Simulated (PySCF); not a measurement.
## Single-point calculation of LaNH₆O₃

LaNH₆O₃ (La(OH)3(NH3)), computed with RKS PBE0, La def2-SVP with ECP46, O def2-SVP, H def2-SVP, N def2-SVP; non-relativistic Hamiltonian with a scalar-relativistic core potential; density fitting (PySCF 2.14.0).

It belongs to a series of runs on one base structure; here: finer grid at the relaxed geometry.

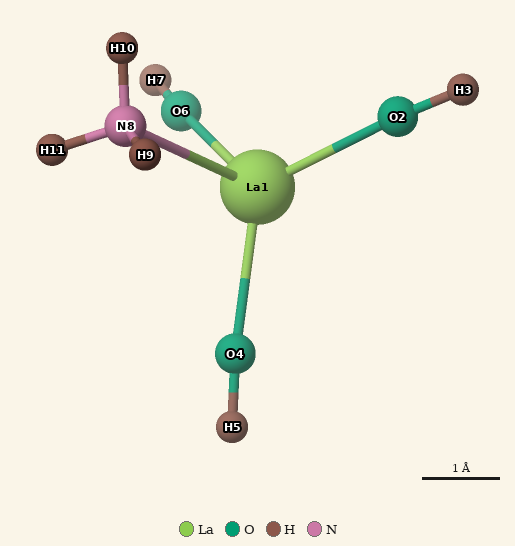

Fig. 1: The input geometry (ball-and-stick view, seen at a tilt; atoms are numbered from 1 in the order of the input). Sticks mark near contacts.

**Summary**

| quantity | value |
| --- | --- |
| outcome | converged |
| total energy | −315.289697 hartree |
| HOMO | −6.82 eV |
| LUMO | −0.50 eV |
| largest force (length of the vector) | 0.015 eV/Å |
| dipole moment | 4.37 D |
| hardware | 2 threads of Arm Neoverse V1, 24 GiB of memory available, shared host |
| wall time | 24 s (CPU time 48 s) |
| peak memory | 2.2 GiB |

**The input**
```python
mol = gto.M(atom='''
La     0.17703    -0.21767     0.26986
O      1.28732     1.38331     1.30311
H      1.81400     1.99835     1.81289
O     -1.49258    -1.19026     1.33504
H     -2.12357    -1.68477     1.85829
O      1.21610    -1.35169    -1.31082
H      1.73627    -1.88566    -1.91073
N     -1.34242     1.36448    -1.34569
H     -1.95070     1.98782    -0.81312
H     -0.78455     1.96061    -1.95843
H     -1.95320     0.81756    -1.95397''',
    basis={'La': 'def2-SVP', 'O': 'def2-SVP', 'H': 'def2-SVP', 'N': 'def2-SVP'},
    ecp={'La': 'def2-SVP'},
    charge=0, spin=0)
mf = dft.RKS(mol, xc='PBE0')
mf.grids.atom_grid = (75, 302)  # f atoms: at least (60, 302), unpruned
mf = mf.density_fit()  # La def2-universal-JKFIT, O def2-universal-JKFIT, H def2-universal-JKFIT, N def2-universal-JKFIT
mf.conv_tol = 1e-09; mf.max_cycle = 55
mf.kernel(dm0)
```

The script is an equivalent of the set-up of the self-consistent field. The run itself was carried out by a driver, which started from the orbitals of the step before it where there was one and computed the further properties.

Launch command:
```bash
OMP_NUM_THREADS=2 python <driver script>
```

**What the program printed**
```
init E= -315.289696509947
  HOMO = -0.250642166371812  LUMO = -0.0183091210240249  gap/eV = 6.32210
cycle= 1 E= -315.289696512625  delta_E= -2.68e-09  |g|= 3.24e-05  |ddm|= 0.000216
  HOMO = -0.250641589216912  LUMO = -0.0183074363135027  gap/eV = 6.32213
cycle= 2 E= -315.289696512282  delta_E= 3.43e-10  |g|= 5.34e-05  |ddm|= 6.05e-05
  HOMO = -0.250641639688569  LUMO = -0.0183080693226714  gap/eV = 6.32212
cycle= 3 E= -315.289696512858  delta_E= -5.76e-10  |g|= 5.33e-06  |ddm|= 3.76e-05
  HOMO = -0.250641806219776  LUMO = -0.0183083579218746  gap/eV = 6.32212
Extra cycle  E= -315.289696512848  delta_E= 1.05e-11  |g|= 8.74e-06  |ddm|= 1e-05
converged SCF energy = -315.289696512848
```

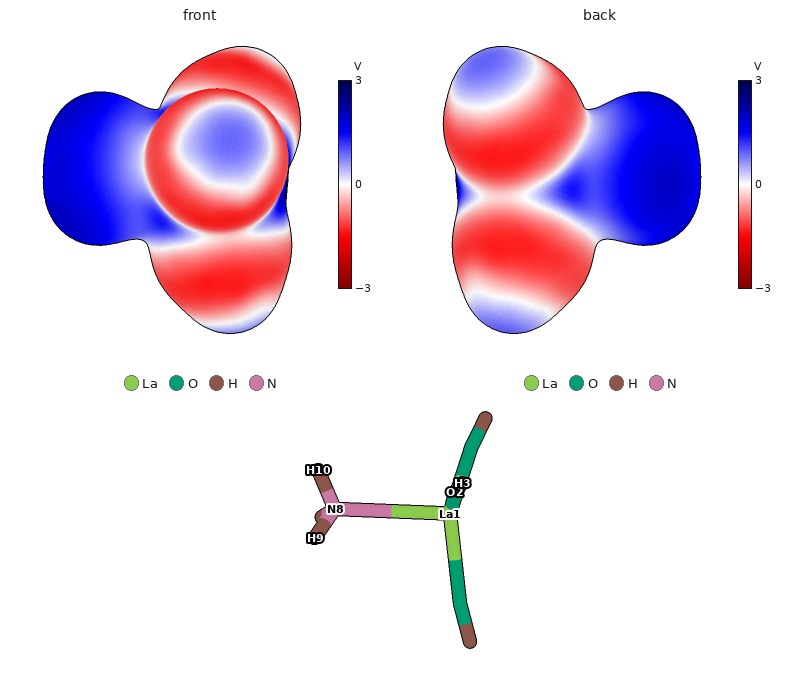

Fig. 2: The electrostatic potential painted on the density surface at 0.001 e/bohr³, seen face on and from behind; red is negative and blue positive. The bare structure is drawn below in the same view. A positive charge is drawn to the negative regions and a negative charge to the positive ones. Its dipole moment is 4.37 D.

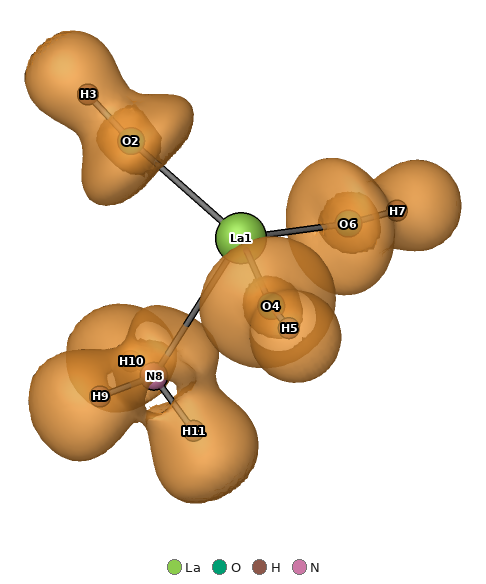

Fig. 3: Isosurface of the electron localisation function at 0.75 (orange), seen at an oblique angle. Only the valence region is drawn (cores and ρ < 0.01 e/Å³ removed). Profiles from the grid: La–O (2.21 Å): the ELF is about 0.20 at the midpoint.
